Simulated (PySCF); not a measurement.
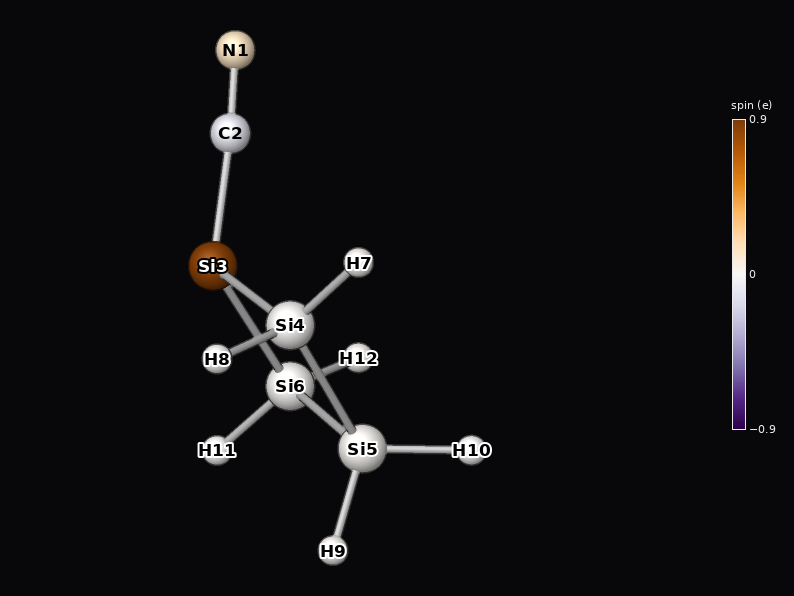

Atoms are coloured by their Mulliken spin populations. State: neutral, doublet. Computed geometry: GFN2-xTB optimisation. No frequency run is at hand to confirm it as a minimum. Method: UKS B3LYP, pcH-1 on C H N Si, non-relativistic (PySCF 2.14.0).

Give the Mulliken spin populations atom by atom.

```
atom  value (e)
  N1       0.14
  C2      −0.09
 Si3       0.85
 Si4       0.01
 Si5       0.01
 Si6       0.01
  H7       0.01
  H8       0.01
  H9       0.02
 H10       0.00
 H11       0.01
 H12       0.02
```

Mulliken values depend strongly on the basis set. The geometry is semi-empirical. Around Si such bond lengths and angles can be off by a tenth of an ångström or more and by several degrees, and values that hang on the shape move with them.
